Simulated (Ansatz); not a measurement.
CH7AsB (charge +1)

The calculation's input:

```
basis:
  gaussian: {orbitals: def2-TZVPD}
crystal:
  periodic: [false, false, false]
  atoms:
    - {symbol: C, position_ang: [-2.501272, 0.377500, 0.081581]}
    - {symbol: As, position_ang: [0.326244, 1.663011, -0.551011]}
    - {symbol: B, position_ang: [-1.126882, 0.731157, 0.636973]}
    - {symbol: H, position_ang: [-3.289729, 0.499426, 0.856566]}
    - {symbol: H, position_ang: [-2.821993, 0.805385, -0.885239]}
    - {symbol: H, position_ang: [-2.444817, -0.739604, -0.041387]}
    - {symbol: H, position_ang: [-0.680459, 0.507890, 1.738661]}
    - {symbol: H, position_ang: [-0.015412, 1.896502, -2.005497]}
    - {symbol: H, position_ang: [1.650400, 0.932040, -0.567061]}
    - {symbol: H, position_ang: [0.683346, 3.032651, -0.015156]}
magnetization: {spin_polarized: false, initial_magnetization: 0}
output: {forces: true, orbitals: {seedname: orbitals}}
hamiltonian: {xc: pbe0}
total_charge: 1
```

Launched as:

```sh
ansatz run input.yaml --threads 2 --pin off --max-ram 4350MiB --events-out events.jsonl --progress --plain --runs-dir runs
```

Geometry: PBE-D3(BJ)/def2-SVP.

Computed with Ansatz 0.2.0, isolated molecule in a Gaussian basis; Kohn-Sham density functional theory, functional PBE0.

Q: What can the converged electron density and electron localisation function tell about the bonding?

A: C–B (1.52 Å): ρ is about 1.5 e/Å³ halfway; the ELF peaks at about 0.95 between the atoms, as expected for a covalent bond.
B–As (2.10 Å): ρ is about 0.8 e/Å³ halfway; the ELF peaks at about 0.95 between the atoms; a shared electron pair.
C–H (1.10 Å): the density is about 1.9 e/Å³ at the midpoint; the ELF climbs to about 1 towards the hydrogen, as it does in any bond to H; an ordinary covalent bond to hydrogen.
B–H (1.21 Å): ρ is about 1.3 e/Å³ halfway; the ELF climbs to about 1 towards the hydrogen: an ordinary covalent bond to hydrogen.

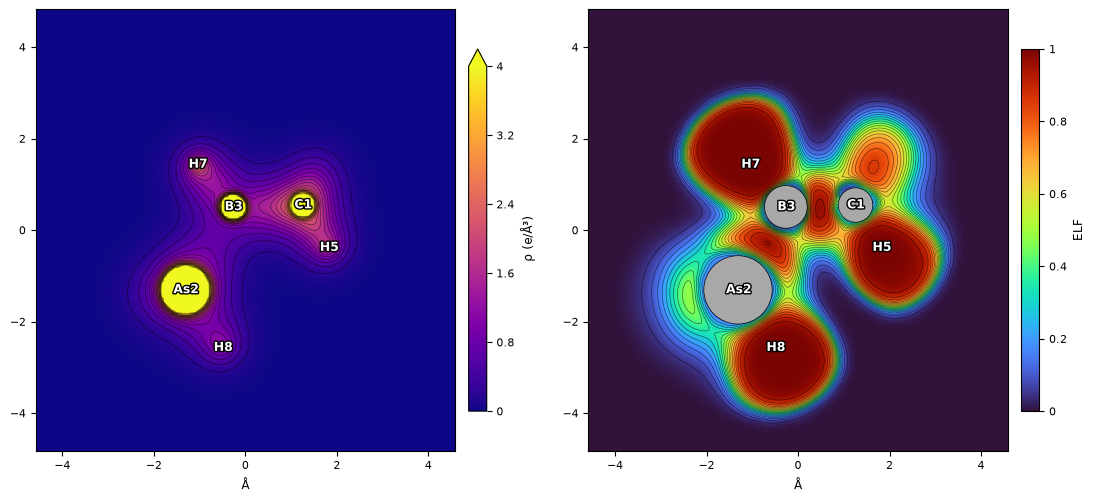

Computed electron density and electron localisation function on the plane of atoms C1, B3 and H7, in this order. Grey discs cover the atomic cores in the ELF map. 
